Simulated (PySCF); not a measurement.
C₄H₁₃NOSi₂ (SMILES N[SiH2]CC(=O)CC[SiH3])

```xyz
21

N    -3.5305    1.0224   -0.2495
Si   -1.8132    1.1559   -0.2174
C    -1.2793   -0.1594    1.0680
C     0.1973   -0.2738    0.9896
O     0.9443    0.4731    1.5818
C     0.7063   -1.3652    0.0717
C     2.1934   -1.2223   -0.2269
Si    2.6005    0.3386   -1.2353
H    -4.0461    0.9909    0.6158
H    -4.0422    1.5585   -0.9304
H    -1.2528    2.4522    0.1779
H    -1.3766    0.7897   -1.5660
H    -1.7675   -1.1067    0.8547
H    -1.5704    0.1870    2.0582
H     0.5053   -2.3206    0.5707
H     0.1153   -1.3507   -0.8469
H     2.7336   -1.1946    0.7203
H     2.5360   -2.1105   -0.7619
H     4.0566    0.4009   -1.3913
H     1.9823    0.1864   -2.5618
H     2.0988    1.5650   -0.6285
```

Geometry: GFN2-xTB.

Theory: PySCF, PBE0/pcSseg-1, SCF density, gas phase, non-relativistic.

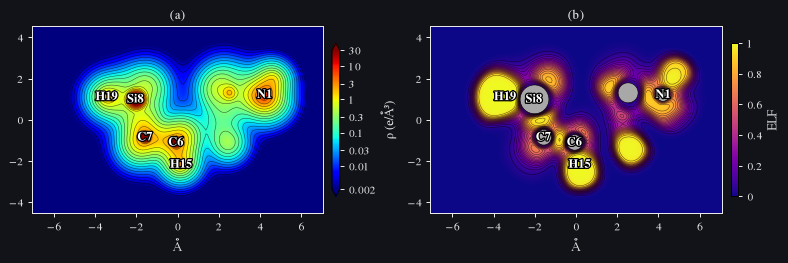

Figure 1. (a) electron density; (b) ELF on the plane of atoms C7, C6 and H15. Grey discs cover the atomic cores in the ELF map.

**What does the map show?**

- The section cuts through N, C, Si and H sites.
- C–Si (1.90 Å): ρ at the midpoint is about 0.92 e/Å³; the ELF peaks at about 0.95 between the atoms; a shared electron pair.
- C–C (1.52 Å): the density is about 1.6 e/Å³ at the midpoint; the ELF peaks at about 0.95 between the atoms; localised, covalent bonding.
- C–H (1.10 Å): ρ at the midpoint is about 1.9 e/Å³; the ELF climbs to about 1 towards the hydrogen, as it does in any bond to H: a covalent bond by its length.
- The ELF also peaks beside N1, away from the bonds: lone-pair regions.

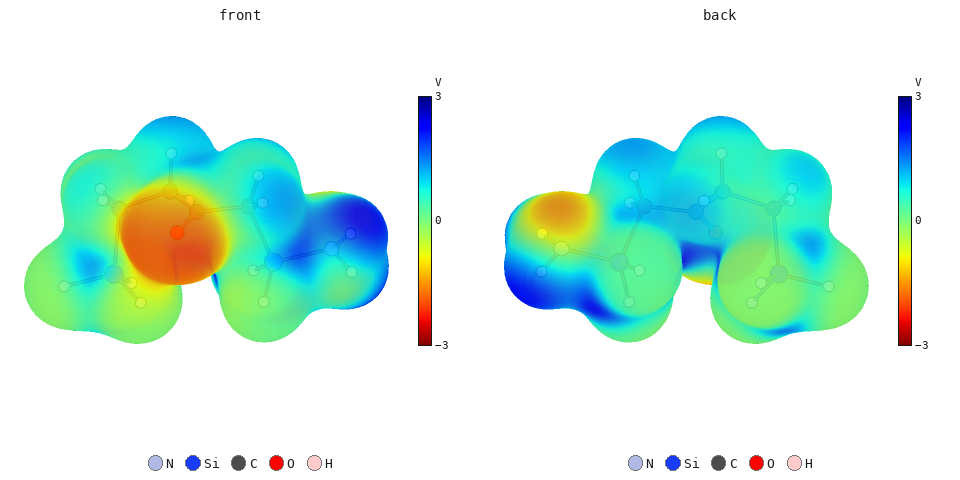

Figure 2. The electrostatic potential painted on the density surface at 0.004 e/bohr³, seen from the front and from behind; red is negative and blue positive.

**Which sites attract a positive test charge, and which a negative one?**

A positive charge is drawn to the negative regions and a negative charge to the positive ones. The most negative region (about −2.0 V) lies over O5, the most positive (about +2.3 V) over Si2, H9 and H10. O5 is the likeliest acceptor of a hydrogen bond.

**What dipole moment does the calculation give?**

Its dipole moment is 3.33 D.
